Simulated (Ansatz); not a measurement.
## Ca (Fm-3m, 1 atom in the cell): phonons and vibrational spectra

Task: relax Ca (Fm-3m, 1 atom in the cell), then find its harmonic phonons.

Main program and level: Ansatz 0.2.0; DFT PBEsol, scalar-relativistic, plane waves, PAW.

**1. Set-up**

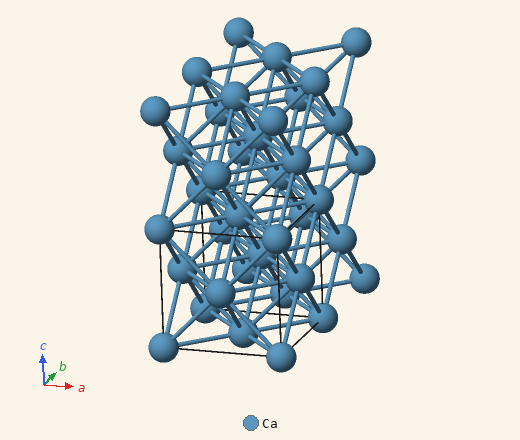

The starting structure, seen slightly off an axis (calcium blue). 1×2×2 cells are drawn. This picture shows the conventional cell, with its axes. Some periodic images of atoms are drawn too.

Coordinates:

```cif
data_structure
_symmetry_space_group_name_H-M 'P 1'
_symmetry_Int_Tables_number 1
_cell_length_a 3.9516
_cell_length_b 3.9516
_cell_length_c 3.9516
_cell_angle_alpha 60.000
_cell_angle_beta 60.000
_cell_angle_gamma 60.000
_cell_volume 43.63
loop_
_atom_site_label
_atom_site_type_symbol
_atom_site_fract_x
_atom_site_fract_y
_atom_site_fract_z
_atom_site_occupancy
Ca1 Ca 0.00000 0.00000 0.00000 1
```

**2. Bringing the structure to rest**

The cell and atoms are relaxed, since residual forces and stress would shift the frequencies.

The input, input.yaml:

```yaml
crystal:
  lattice:
    - [0.0, 2.7942, 2.7942]
    - [2.7942, 0.0, 2.7942]
    - [2.7942, 2.7942, 0.0]
  atoms:
    - { symbol: Ca, position: [0.0, 0.0, 0.0] }
kpoints:
  mp_grid: { grid: [14, 14, 14] }
hamiltonian:
  xc: pbesol
scf:
  occupations: { method: gaussian, width: 0.1 }
output:
  forces: true
  stress: true
  eigenvalues: true
  write_density: true
  write_potential: true
  elf: true
  volumetric_format: npy
relax:
  adjacent_minimum: "off"
  f_tol: 0.005
  max_steps: 80
  cell: { stress_tol: 0.05 }
```

The run is started by

```sh
> ansatz run input.yaml --threads 4 --pin off --max-ram 7168MiB --backend cpu --events-out ev --progress --plain --runs-dir out
```

Numbers of over 12 decimals in the logs are rounded to 6 here.

Log:

```text
Engine: ansatz 0.2.0, aarch64-unknown-linux-gnu
Pseudopotentials: kind: paw
Pseudopotential: Ca, paw, valence charge 10, recommended cutoff 420 eV (normal), Ca.paw.azcp
Functional definition: PBEsol
  exchange = pbesol_x
  correlation = pbesol_c
Crystal: 1 atoms, lattice volume = 43.632 Å³
Basis set: ecut = 420 eV, 869 PW (Γ), exchange–correlation on 54×54×54 points (8 copies of the dense FFT grid, shifted against one another)
Bands: 9, of which v1, the nominal top of the filled ones, is band 5 counted from 1 (4 counted from 0)
Symmetry: 48 space group operations
Space group: Fm-3m (ITA 225), of the structure as read, at distance tolerance 3.5e-5 Å
k-points: 104 of 2744
Non-local potential: Ca, projectors of the file, l = 0: 3, l = 1: 2, l = 2: 2
PAW form: soft (Blöchl's): semilocal exchange-correlation on the pseudo side does not see the compensation charge
PAW frozen core: Ca, regenerated for the run's functional, and the local potential with it (the file was generated under x = pbe(κ = 0.804, μ = 0.219515), c = pbe(β = 0.066725))
PAW one-centre angular grid: Ca, 110 points (default); XC on 64 Gauss nodes
Initial density: superposition of atomic densities (neutral atoms: chi_scale 0, normalization atom), corrected by the library's trained network
Initial wavefunctions: pseudopotential atomic-orbital guess
Functional: x = pbesol(κ = 0.804, μ = 0.123457), c = pbesol(β = 0.046)
SCF iter   1: F=—  HF=-1793.725054 eV  |F-HF|=—  |Δ(HF+E_count)|=         —  Δρ=2.02e-3  dr2=1.77e-3  ethr=1.77e-3  ⟨swp⟩=5.7  Hψ=7582  notcnv=0
preconditioner: auto → none  [metal: Δε(μ)=0.036 eV  Ē_g=3.494 eV  σ=0.100 eV  W_gap=0.19  n_scr=8 (ndim 8)  ℏωp=8.0 eV  f_vac=0.000  D(μ)=1.38/eV (n_scr^D=14)  sad-step TF]
SCF iter   2: F=—  HF=-1793.724605 eV  |F-HF|=—  |Δ(HF+E_count)|=   4.50e-4  Δρ=9.27e-4  dr2=3.95e-4  ethr=1.77e-5  ⟨swp⟩=2.1  Hψ=2159  notcnv=0
SCF iter   3: F=—  HF=-1793.724470 eV  |F-HF|=—  |Δ(HF+E_count)|=   1.35e-4  Δρ=1.43e-4  dr2=7.52e-6  ethr=3.95e-6  ⟨swp⟩=2.7  Hψ=1462  notcnv=0
SCF iter   4: F=—  HF=-1793.724469 eV  |F-HF|=—  |Δ(HF+E_count)|=   1.63e-6  Δρ=2.86e-5  dr2=7.29e-7  ethr=7.52e-8  ⟨swp⟩=3.0  Hψ=1452  notcnv=0
iter 5 did not close the SCF: its close was put off for the readings that it lacked (scf_convergence_deferred on its scf_iter line)
SCF iter   5: F=-1793.724468 eV  HF=-1793.724468 eV  |F-HF|=4.63e-8  |Δ(HF+E_count)|=   3.12e-7  Δρ=8.55e-6  dr2=7.10e-8  ethr=7.29e-9  ⟨swp⟩=2.6  Hψ=1451  notcnv=0
SCF iter   6: F=-1793.724468 eV  HF=-1793.724468 eV  |F-HF|=1.64e-11  |Δ(HF+E_count)|=   2.95e-8  Δρ=4.41e-7  dr2=4.82e-11  ethr=7.10e-10  ⟨swp⟩=5.1  Hψ=4733  notcnv=0
SCF 1 converged in 6 iterations: F = -1793.724468 eV  dr2 = 4.82e-11
  greatest PAW one-centre occupation: 0.996 electrons in one spin orbital (limit 2), on the Ca atom at site 0 (counted from 0), in its partial waves of l = 0
relax step   1: F+E_penalty+E_count = -1793.72446830 eV  Δ(F+E_penalty+E_count) = +0.000e0 eV  max|allowed force component| = 0.000e0 eV/Å  Δτ_max = 0.0000 Å  P = -1.159 GPa  Ω = 43.632 Å³  (6 SCF iters, dr2 threshold 1.00e-7 eV, accepted)
Crystal: 1 atoms, lattice volume = 42.344 Å³
Initial density: handed on by an earlier stage of this run
Initial wavefunctions: those handed on with the density
iter 1 solved again at ethr=7.99e-7 eV; its pass at ethr=3.10e-3 eV (dr2=7.99e-5 eV) is discarded
SCF iter   1: F=—  HF=-1793.732043 eV  |F-HF|=—  |Δ(HF+E_count)|=         —  Δρ=3.79e-4  dr2=8.26e-5  ethr=7.99e-7  ⟨swp⟩=2.3  Hψ=8274  notcnv=0
preconditioner: auto → none  [metal: Δε(μ)=0.046 eV  Ē_g=3.514 eV  σ=0.100 eV  W_gap=0.25  n_scr=8 (ndim 8)  ℏωp=8.1 eV  f_vac=0.000  D(μ)=1.41/eV (n_scr^D=14)]
SCF iter   2: F=—  HF=-1793.732039 eV  |F-HF|=—  |Δ(HF+E_count)|=   3.71e-6  Δρ=2.03e-4  dr2=1.76e-5  ethr=7.99e-7  ⟨swp⟩=2.0  Hψ=1212  notcnv=0
SCF iter   3: F=—  HF=-1793.732041 eV  |F-HF|=—  |Δ(HF+E_count)|=   2.32e-6  Δρ=3.26e-5  dr2=4.27e-7  ethr=1.76e-7  ⟨swp⟩=1.0  Hψ=936  notcnv=0
SCF iter   4: F=-1793.732041 eV  HF=-1793.732041 eV  |F-HF|=1.26e-9  |Δ(HF+E_count)|=   3.92e-8  Δρ=6.20e-6  dr2=3.53e-9  ethr=1.00e-9  ⟨swp⟩=8.5  Hψ=6973  notcnv=0
SCF 2 converged in 4 iterations: F = -1793.732041 eV  dr2 = 3.53e-9
relax step   2: F+E_penalty+E_count = -1793.73204117 eV  Δ(F+E_penalty+E_count) = -7.573e-3 eV  max|allowed force component| = 0.000e0 eV/Å  Δτ_max = 0.0000 Å  P = -0.714 GPa  Ω = 42.344 Å³  energy of the carried Pulay correction = +6.743e-6 eV  (4 SCF iters, dr2 threshold 1.00e-7 eV, accepted)
Crystal: 1 atoms, lattice volume = 40.427 Å³
Basis set: ecut = 420 eV, 749 PW (Γ), exchange–correlation on 54×54×54 points (8 copies of the dense FFT grid, shifted against one another)
iter 1 solved again at ethr=1.91e-6 eV; its pass at ethr=3.10e-3 eV (dr2=1.91e-4 eV) is discarded
SCF iter   1: F=—  HF=-1793.736082 eV  |F-HF|=—  |Δ(HF+E_count)|=         —  Δρ=6.19e-4  dr2=2.01e-4  ethr=1.91e-6  ⟨swp⟩=2.0  Hψ=8324  notcnv=0
preconditioner: auto → none  [metal: Δε(μ)=0.022 eV  Ē_g=3.595 eV  σ=0.100 eV  W_gap=0.12  n_scr=8 (ndim 8)  ℏωp=8.3 eV  f_vac=0.000  D(μ)=1.41/eV (n_scr^D=14)]
SCF iter   2: F=—  HF=-1793.736075 eV  |F-HF|=—  |Δ(HF+E_count)|=   6.29e-6  Δρ=3.31e-4  dr2=4.38e-5  ethr=1.91e-6  ⟨swp⟩=1.6  Hψ=1103  notcnv=0
SCF iter   3: F=—  HF=-1793.736081 eV  |F-HF|=—  |Δ(HF+E_count)|=   5.82e-6  Δρ=5.04e-5  dr2=9.34e-7  ethr=4.38e-7  ⟨swp⟩=1.0  Hψ=936  notcnv=0
SCF iter   4: F=-1793.736081 eV  HF=-1793.736081 eV  |F-HF|=3.63e-9  |Δ(HF+E_count)|=   7.55e-8  Δρ=1.05e-5  dr2=9.43e-9  ethr=1.00e-9  ⟨swp⟩=8.9  Hψ=7032  notcnv=0
SCF 3 converged in 4 iterations: F = -1793.736081 eV  dr2 = 9.43e-9
relax step   3: F+E_penalty+E_count = -1793.73608112 eV  Δ(F+E_penalty+E_count) = -4.040e-3 eV  max|allowed force component| = 0.000e0 eV/Å  Δτ_max = 0.0000 Å  P = +0.066 GPa  Ω = 40.427 Å³  energy of the carried Pulay correction = +1.716e-5 eV  (4 SCF iters, dr2 threshold 1.00e-7 eV, accepted)
[...]
relax step   4: F+E_penalty+E_count = -1793.73611091 eV  Δ(F+E_penalty+E_count) = -2.979e-5 eV  max|allowed force component| = 0.000e0 eV/Å  Δτ_max = 0.0000 Å  P = +0.001 GPa  Ω = 40.573 Å³  energy of the carried Pulay correction = +1.635e-5 eV  (3 SCF iters, dr2 threshold 1.10e-8 eV, accepted)
Initial wavefunctions: pseudopotential atomic-orbital guess (no wavefunctions were taken with the density)
iter 1 solved again at ethr=3.76e-8 eV; its pass at ethr=3.10e-3 eV (dr2=3.76e-6 eV) is discarded
SCF iter   1: F=—  HF=-1793.736098 eV  |F-HF|=—  |Δ(HF+E_count)|=         —  Δρ=2.31e-5  dr2=2.62e-8  ethr=3.76e-8  ⟨swp⟩=3.3  Hψ=10592  notcnv=0
SCF iter   2: F=—  HF=-1793.736097 eV  |F-HF|=—  |Δ(HF+E_count)|=   9.25e-7  Δρ=1.12e-5  dr2=5.67e-9  ethr=2.62e-10  ⟨swp⟩=1.9  Hψ=1313  notcnv=0
SCF iter   3: F=—  HF=-1793.736097 eV  |F-HF|=—  |Δ(HF+E_count)|=   3.65e-9  Δρ=7.23e-7  dr2=7.01e-11  ethr=5.67e-11  ⟨swp⟩=3.0  Hψ=1456  notcnv=0
SCF iter   4: F=-1793.736097 eV  HF=-1793.736097 eV  |F-HF|=4.55e-12  |Δ(HF+E_count)|=  1.36e-11  Δρ=1.80e-7  dr2=2.53e-12  ethr=1.00e-12  ⟨swp⟩=5.4  Hψ=3798  notcnv=0
SCF 5 converged in 4 iterations: F = -1793.736097 eV  dr2 = 2.53e-12
relax step   5: F+E_penalty+E_count = -1793.73609741 eV  Δ(F+E_penalty+E_count) = +1.350e-5 eV  max|allowed force component| = 0.000e0 eV/Å  Δτ_max = 0.0000 Å  P = +0.001 GPa  Ω = 40.573 Å³  stress off target by 9.67e-4 GPa  SCF on the basis re-selected at this cell (its energy is not comparable with the rows above)  (4 SCF iters)
basis re-selected at this cell: Δ(F+E_penalty+E_count) = +1.350e-5 eV, ΔP = -0.000 GPa vs the last step (what re-selecting the basis moved, of the pressure what is left beyond the Pulay correction that the steps carried, after the strain that the cell walked since its last selection, with what the two solves' SCF thresholds leave and, on support functions, any second-order correction that the steps lacked; it is no measure of the basis error at this ecutwfc). This SCF's stress stands 9.67e-4 GPa from its target on what of the cell is left free (relax.cell.stress_tol is 5.00e-2 GPa) and its largest allowed force component is 0.00e0 eV/Å (relax.f_tol is 5.00e-3 eV/Å): [rest of the remark cut]
SCF converged after 4 iterations
Free energy (F): -1793.736097 eV
Harris-Foulkes:  -1793.736097 eV  (|F-HF|=4.55e-12)
Internal energy: -1793.729062 eV  (E = F + TS)
E sigma→0 (E₀):  -1793.732579 eV
Entropy (-TS):   -0.007036 eV (-7.036 meV/atom)
Fermi energy:    5.142912 eV
--- Per-component energies (eV) ---
  E_band       = -171.600031
  E_kinetic    = 275.521696
  E_local      = -837.017443  (includes V_loc(G=0)·N_el)
  E_nonlocal   = 64.725971
  E_hartree    = 279.130778
  E_xc         = -134.309326
  E_vxc        = -168.281396  (∫ρ·V_xc dr)
  E_paw        = -836.723873  (= ΣΔE_a)
  E_vpaw       = -64.810416  (= ΣTr[D̂ρ^β])
  E_aug_tail   = -0.000006  (compensation charges beyond the density's cutoff)
  E_ewald      = -605.175653
  E_core_change = 0.118794  (= ΣΔE_core)
  E_smearing   = -0.007036  (= −TS)
  E_closure    = -0.000000  (closes the sum)
  Σ components = -1793.736097   (vs F -1793.736097, Δ=0.00e0)
--- Forces (eV/Å), atoms counted from 1 ---
  atom   1  Ca     0.00000000    -0.00000000    -0.00000000
  max |Σ_I F_I| component: 8.22e-32 eV/Å
--- Stress (GPa, compression-positive) ---
        0.000967       0.000000       0.000000
        0.000000       0.000967       0.000000
        0.000000       0.000000       0.000967
  P = ⅓ Tr σ = 0.0010 GPa (0.010 kbar)
--- Band table (eV; the first three rows and the last of 104) ---
  k-point 0: bands = ["-36.6120", "-17.6002", "-17.6002", "-17.6002", "1.0484", "7.5274", "7.5274", "7.5274", "8.6556"]
  k-point 1: bands = ["-36.6112", "-17.6084", "-17.6013", "-17.6013", "1.1388", "7.4281", "7.5627", "7.5627", "8.6241"]
  k-point 2: bands = ["-36.6089", "-17.6312", "-17.6044", "-17.6044", "1.4050", "7.1613", "7.6432", "7.6432", "8.5671"]
  k-point 103: bands = ["-36.5898", "-17.7166", "-17.6958", "-17.6607", "5.2792", "5.8070", "5.9091", "7.8778", "9.5739"]
--- Relaxed structure (4 steps of the walk, 4 accepted, 1 SCFs on fresh bases) ---
  F+E_penalty+E_count = -1793.73609741 eV   max|allowed force component| = 0.000e0 eV/Å   (the final SCF, on the basis selected at the relaxed cell)
  cell:  # Å, volume = 40.5733 Å³
    - [0, 2.727323, 2.727323]
    - [2.727323, 0, 2.727323]
    - [2.727323, 2.727323, 0]
  atoms:
    - { symbol: Ca, position: [0.0, 0.0, 0.0] }
```

The job ended after 2.8 s (4 threads of Arm Neoverse V2, shared host; peak memory 0.35 GiB).

Step by step:

```csv
step,energy less that of the first step (eV),largest force component (eV/Å),pressure (GPa),volume (Å³)
1,0.0000,0.0000,-1.16,43.63
2,-0.0076,0.0000,-0.71,42.34
3,-0.0116,0.0000,0.07,40.43
4,-0.0116,0.0000,0.00,40.57
5*,-0.0116,0.0000,0.00,40.57
```

Relaxation steps marked * repeat the geometry before them on a plane-wave basis chosen anew for their cell, so energy and pressure can jump there.

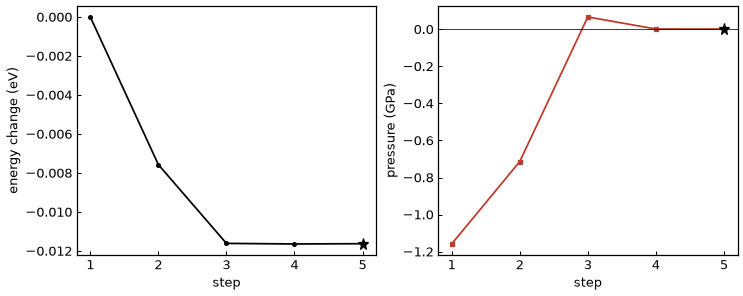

Energy and pressure along the relaxation. Stars mark steps on a basis chosen anew.

```csv
"conventional cell, symmetrised",before,after,change
a (Å),5.588,5.455,-2.4 %
b (Å),5.588,5.455,-2.4 %
c (Å),5.588,5.455,-2.4 %
volume (Å³/atom),43.63,40.57,-7.0 %
```

Final coordinates:

```xyz
1
Lattice="0.0000 2.7273 2.7273 2.7273 0.0000 2.7273 2.7273 2.7273 0.0000" Properties=species:S:1:pos:R:3 pbc="T T T"
Ca    0.0000    0.0000    0.0000
```

This step gave:

```
pressure          : 9.67e-4 GPa
volume per atom   : 40.57 Å³
gap on the k-mesh : 0 eV
```

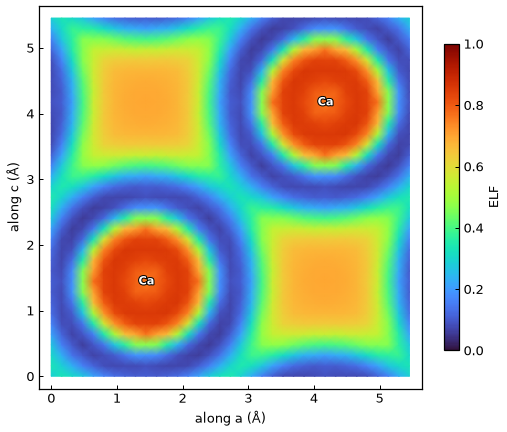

ELF in the ac plane of the conventional cell at fractional y = 0.000, with atoms of Ca within 0.2 Å of it. It is the smooth field of the valence electrons, not physical close to the nuclei. The map starts off the cell's origin, so that atoms lie inside it.

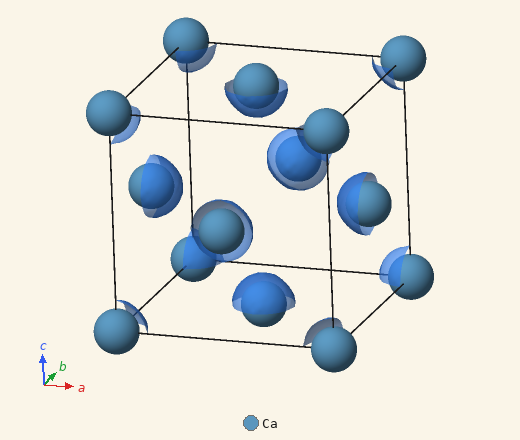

Surface of ELF = 0.78.

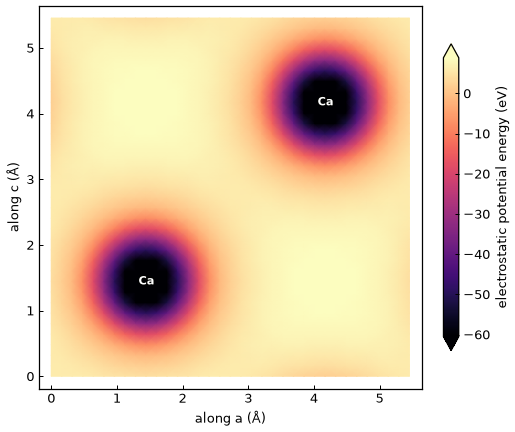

Electrostatic potential energy in the ac plane of the conventional cell at fractional y = 0.000, with atoms of Ca within 0.2 Å of it. With pseudopotentials it is smooth inside the atoms' cores, unlike the true potential. The map starts off the cell's origin, so that atoms lie inside it.

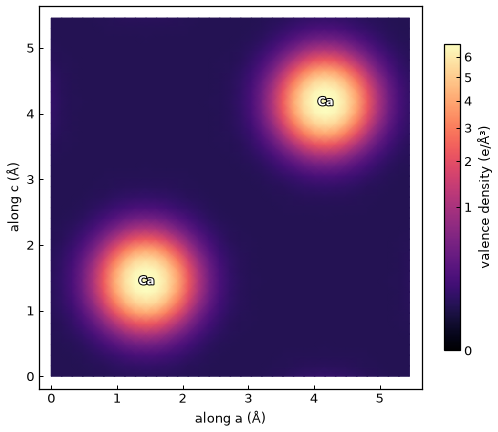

Valence density in the ac plane of the conventional cell at fractional y = 0.000, with atoms of Ca within 0.2 Å of it. It is the smooth field of the valence electrons, not physical close to the nuclei. The map starts off the cell's origin, so that atoms lie inside it. The colour scale is stretched toward low values.

In this step the volume went from 43.63 to 40.57 Å³/atom.

**3. Relaxing to small forces for the phonons**

Phonons need a cell at rest on their own settings, so the relaxation is repeated with tight tolerances on forces and stress on the k mesh and occupations of the first response run.

input.yaml, the sections that differ from step 2:

```yaml
crystal:
  lattice:
    - [0.0, 2.7273233847, 2.7273233847]
    - [2.7273233847, 0.0, 2.7273233847]
    - [2.7273233847, 2.7273233847, 0.0]
  atoms:
    - { symbol: Ca, position: [0.0, 0.0, 0.0] }
kpoints:
  mp_grid: { grid: [16, 16, 16] }
scf:
  occupations: { method: methfessel_paxton, width: 0.15 }
relax:
  adjacent_minimum: "off"
  f_tol: 0.001
  max_steps: 60
  cell: { stress_tol: 0.01 }
# hamiltonian, output: as in step 2
```

Log:

```text
[...]
Crystal: 1 atoms, lattice volume = 40.573 Å³
Basis set: ecut = 420 eV, 821 PW (Γ), exchange–correlation on 54×54×54 points (8 copies of the dense FFT grid, shifted against one another)
Bands: 9, of which v1, the nominal top of the filled ones, is band 5 counted from 1 (4 counted from 0)
Symmetry: 48 space group operations
[...]
k-points: 145 of 4096
[...]
0.000000      -0.000000      -0.004828
  P = ⅓ Tr σ = -0.0048 GPa (-0.048 kbar)
--- Band table (eV; the first three rows and the last of 145) ---
[...]
--- Relaxed structure (1 steps of the walk, 1 accepted, 1 SCFs on fresh bases) ---
[...]
cell:  # Å, volume = 40.5733 Å³
    - [0.0, 2.7273233847, 2.7273233847]
    - [2.7273233847, 0.0, 2.7273233847]
    - [2.7273233847, 2.7273233847, 0.0]
  atoms:
    - { symbol: Ca, position: [0.0, 0.0, 0.0] }
[key lines of the parts left out:]
SCF converged after 5 iterations
Free energy (F): -1793.732160 eV
Fermi energy:    5.151685 eV
```

The job ended after 1.7 s (4 threads; peak memory 0.35 GiB).

Little changed from the start: no atom moved by 0.005 Å and no cell edge by 0.1 %.

This step gave:

```yaml
pressure: -0.004828 GPa
```

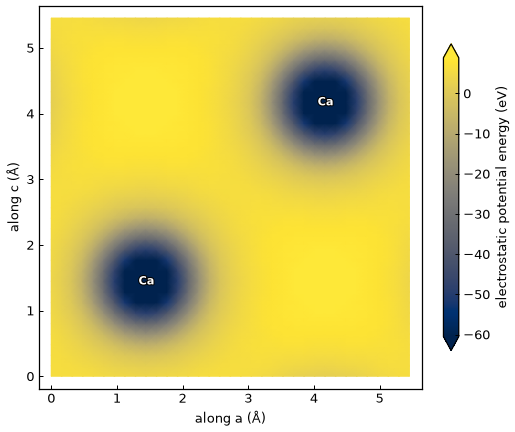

Electrostatic potential energy in the ac plane of the conventional cell at fractional y = 0.000, with atoms of Ca within 0.2 Å of it. With pseudopotentials it is smooth inside the atoms' cores, unlike the true potential. The map starts off the cell's origin, so that atoms lie inside it.

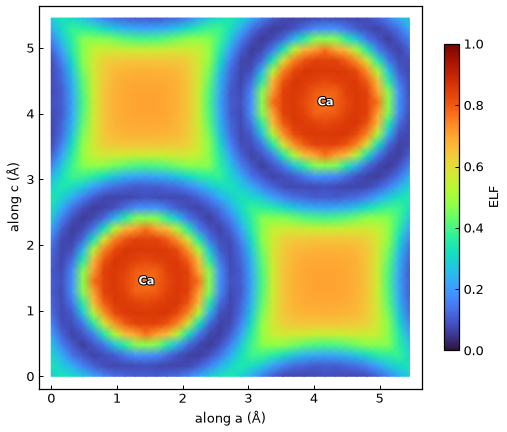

ELF in the ac plane of the conventional cell at fractional y = 0.000, with atoms of Ca within 0.2 Å of it. It is the smooth field of the valence electrons, not physical close to the nuclei. The map starts off the cell's origin, so that atoms lie inside it.

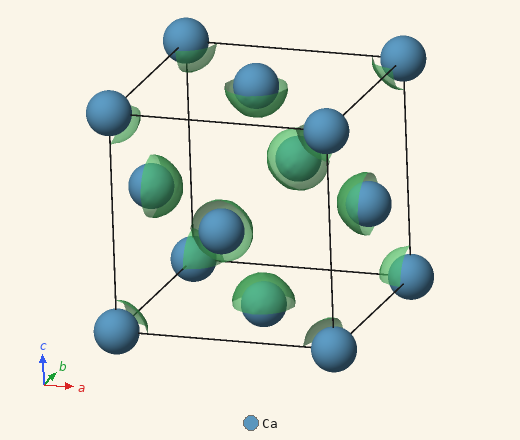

Surface of ELF = 0.78.

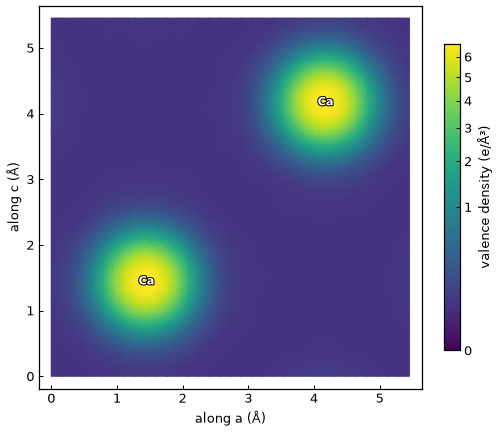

Valence density in the ac plane of the conventional cell at fractional y = 0.000, with atoms of Ca within 0.2 Å of it. It is the smooth field of the valence electrons, not physical close to the nuclei. The map starts off the cell's origin, so that atoms lie inside it. The colour scale is stretched toward low values.

The forces vanish by symmetry and the pressure is -0.005 GPa, within the tolerances set. The cell now holds 40.57 Å³/atom.

(Continued in part 2 of 2.)

[Logs are printed without paths, hosts, clocks, repeated set-up lines and the standing remarks that a program may print on its own settings, such as how far it seeks lower states.]

[Hosts, paths, dates, database ids (printed as entryN), source tags and the programs' standing remarks are cut or masked in the printed files.]
